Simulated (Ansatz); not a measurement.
Single-point calculation, with input and output: SnAsH$_{7}$S

- system: SnAsH$_{7}$S
- method: RKS PBE0-D4/def2-TZVPP (Ansatz 0.2.0)

The geometry is the product side of a reaction. The reaction was set up to form Sn1–As7 and S2–H6 and to break Sn1–S2 and H6–As7 (atoms counted from 1 in the order of the input); sticks are drawn by distance alone. The geometry comes from this level: PBE0-D4/def2-TZVP.

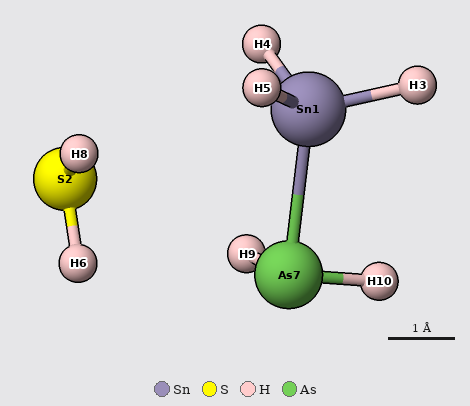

Fig. 1: The input geometry (ball-and-stick view, seen at a tilt; atoms are numbered from 1 in the order of the input). Sticks mark near contacts. Bond lengths as drawn: As–H 1.52 Å, As–Sn 2.60 Å, H–S 1.34 Å and H–Sn 1.70 to 1.71 Å.

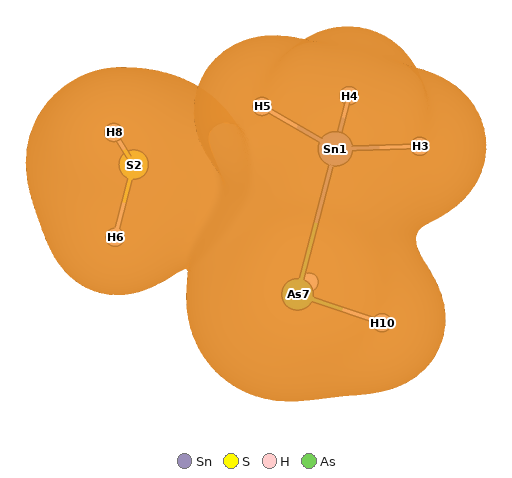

Fig. 2: Isosurface of the electron density at 0.03 e/Å³ (orange), seen at a tilt. At this value the surface is in one piece. On the grid the lowest density along these lines, outside the cores, is 0.04 e/Å³ (Sn···S, 3.87 Å), 0.49 e/Å³ (Sn–As, 2.60 Å), 1.5 e/Å³ (S–H, 1.34 Å) and 0.99 e/Å³ (As–H, 1.52 Å).

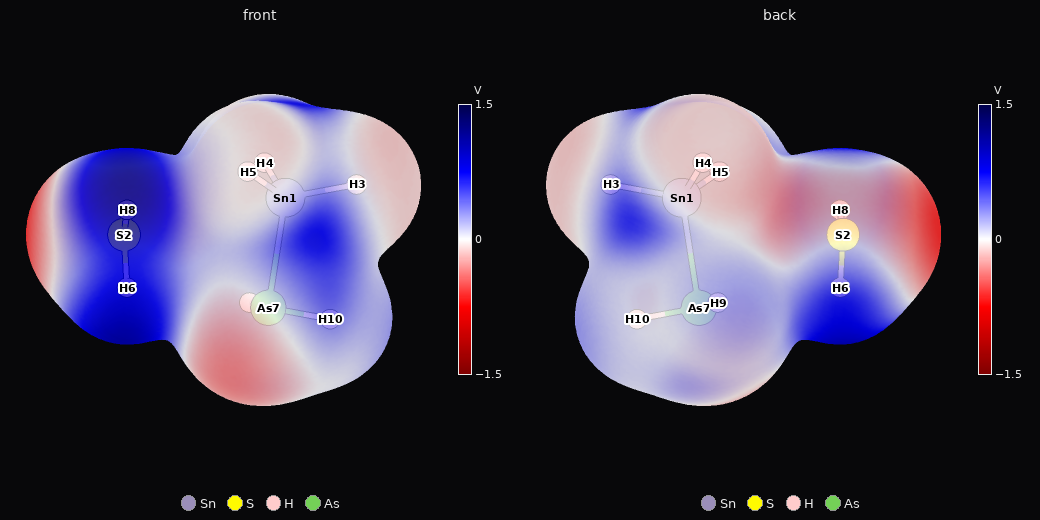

Fig. 3: The electrostatic potential painted on the density surface at 0.001 e/bohr³, seen at a tilt and from behind; red is negative and blue positive.

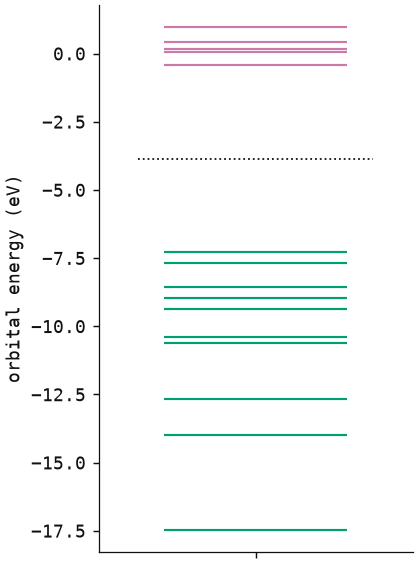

Fig. 4: Orbital energies near the frontier; the dotted line parts filled from empty levels, and levels within 0.02 eV of each other stand side by side. Highest filled −7.29 eV, lowest empty −0.43 eV, 6.86 eV apart.

These pictures come from the run below.

**The input**
```yaml
crystal:
  periodic: [false, false, false]
  atoms:
    - {symbol: Sn, position_ang: [-0.494783, 0.009536, -1.366635]}
    - {symbol: S, position_ang: [-0.295696, 1.424891, 2.230821]}
    - {symbol: H, position_ang: [-0.409612, -0.556237, -2.979490]}
    - {symbol: H, position_ang: [-2.107983, -0.087444, -0.823462]}
    - {symbol: H, position_ang: [0.001368, 1.645403, -1.358132]}
    - {symbol: H, position_ang: [0.937322, 0.982338, 2.523023]}
    - {symbol: As, position_ang: [1.124955, -1.372936, 0.133535]}
    - {symbol: H, position_ang: [0.183413, 2.445286, 1.503235]}
    - {symbol: H, position_ang: [-0.033089, -1.924168, 0.951097]}
    - {symbol: H, position_ang: [1.094103, -2.566568, -0.813894]}
basis:
  gaussian: {orbitals: def2-TZVPP}
hamiltonian: {xc: pbe0, dispersion: d4}
output: {orbitals: {seedname: orbitals}}
```

Run as:
```bash
ansatz run in.yaml --threads 8 --pin off --events-out ev --progress --plain --max-ram 19148MiB
```

**The program's output**
```
Functional definition: PBE0
  name "PBE0"
  cite "Adamo & Barone, J. Chem. Phys. 110, 6158 (1999) doi:10.1063/1.478522"
  cite "Perdew, Burke & Ernzerhof, Phys. Rev. Lett. 77, 3865 (1996) doi:10.1103/PhysRevLett.77.3865"
  parent pbe
  parameter a = 0.25
  parameter kappa = 0.804
  parameter beta = 0.06672455060314922
  exchange = (1 - a)*pbe_x(kappa = kappa, mu = beta*pi^2/3) + a*exact_x
  correlation = pbe_c(beta = beta)
1612 factors; their error is unknown
mean field evaluation 1: about -77610.1630 eV, gradient 1.8e1 eV
mean field evaluation 2: about -77610.6081 eV, gradient 1.2e1 eV
mean field evaluation 4: about -77610.8797 eV, gradient 5.8e-1 eV
mean field evaluation 8: about -77611.2092 eV, gradient 4.5e-1 eV
mean field evaluation 16: about -77611.2094 eV, gradient 8.5e-5 eV
mean field -77611.20936794 eV, -2852.1593375047 hartree, gradient 8.5e-5 eV, S^2 0.000000; 0 other end points of the search recorded, 0 dependent functions left out
reference -77611.20940726 eV, -2852.1593389497 hartree; 39, 39 occupied and 199, 199 virtual orbitals, 1612 factors
Total energy: -77611.41373720 eV, -2852.1668479365 hartree
```

**Key numbers**

| quantity | value |
| --- | --- |
| outcome | converged |
| total energy | −77611.4137 eV |
| mean-field energy | −77611.2094 eV |
| dispersion energy | −0.2043 eV |
| SCF solution under orbital rotations | stable |
| HOMO | −7.29 eV |
| LUMO | −0.43 eV |
| hardware | 8 threads of Arm Neoverse V2, 23 GiB of memory available, shared host |
| wall time | 2.1 s (CPU time 14 s) |
| peak memory | 0.74 GiB |
